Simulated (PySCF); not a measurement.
| atom | x (Å) | y (Å) | z (Å) |
| --- | --- | --- | --- |
| C | -1.2631 | 0.8927 | -0.9776 |
| C | -0.6403 | 0.1446 | -0.0638 |
| C | -1.1151 | -1.2012 | 0.3929 |
| C | 0.6111 | 0.6602 | 0.6062 |
| C | 1.9179 | 0.1733 | 0.0337 |
| O | 0.5529 | 1.4149 | 1.5460 |
| H | -0.8867 | 1.8791 | -1.2628 |
| H | -2.1787 | 0.5454 | -1.4657 |
| H | -1.3484 | -1.1765 | 1.4702 |
| H | -2.0180 | -1.5110 | -0.1515 |
| H | -0.3429 | -1.9755 | 0.2514 |
| H | 1.9288 | -0.9255 | -0.0430 |
| H | 2.0290 | 0.5607 | -0.9921 |
| H | 2.7535 | 0.5187 | 0.6560 |

Geometry: PBE0-D3(BJ)/def2-SVP; a saddle point, not a minimum.

These are results of PBE0/pcSseg-1, SCF density, gas phase, non-relativistic in PySCF, not measurements.

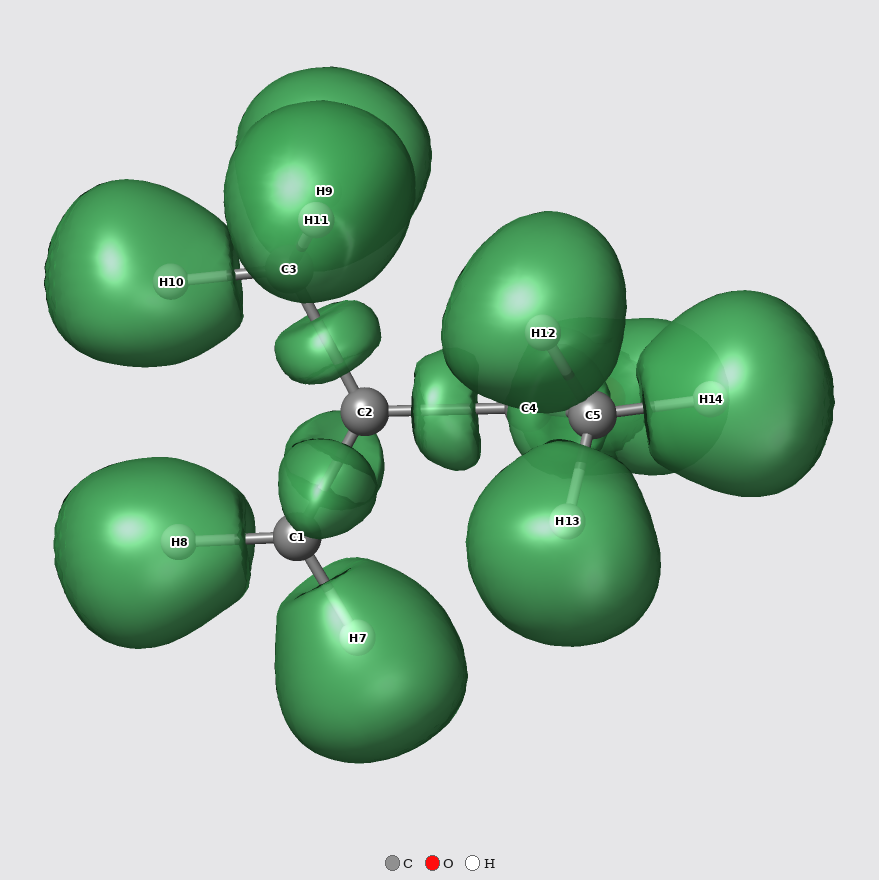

C5H8O (SMILES C=C(C)C(C)=O). Isosurface of the electron localisation function at 0.75 (green), seen at an oblique angle. Core shells and regions of very low density are left out.

Q: Identify the bonds, lone pairs and shells in this picture.

A: The surface consists of four regions between bonded C–C atoms (shared pairs), eight regions around hydrogen nuclei and one region on O in which the atom's valence shell and bonds are merged.

Values along the shortest contacts:
C–O (1.21 Å): the ELF peaks at about 0.85 between the atoms; a multiple bond. C–C (1.34 Å): the ELF peaks at about 0.90 between the atoms (a short, multiple covalent bond).
